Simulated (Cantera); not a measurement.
Charge: 1 mol CaCO3, 0.044 mol H2, 0.25 mol O2, 0.39 mol H2O, at 7600 Pa.

Method: chemical equilibrium by Gibbs-energy minimisation in Cantera with the NASA 1993 tables (ideal gas, pure condensed phases). Candidate condensed phases: C, C6H6, C7H8, C8H18, Ca, CaCO3, CaO, Ca(OH)2, H2O; 115 gas species. Rates play no part.

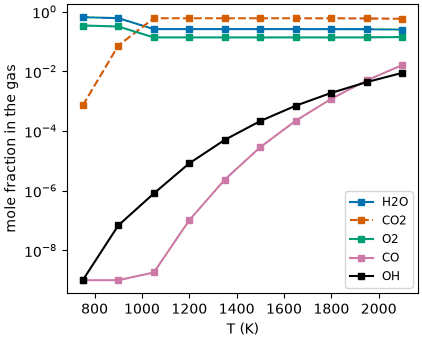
Fig. 1. Equilibrium gas composition (values under 1e-9 drawn at 1e-9)

**Question.** Read off the mole fractions at 1950 K.

**Answer.** CO2 about 0.59, H2O about 0.26, O2 about 0.14, CO about 0.0050, OH about 0.0044.
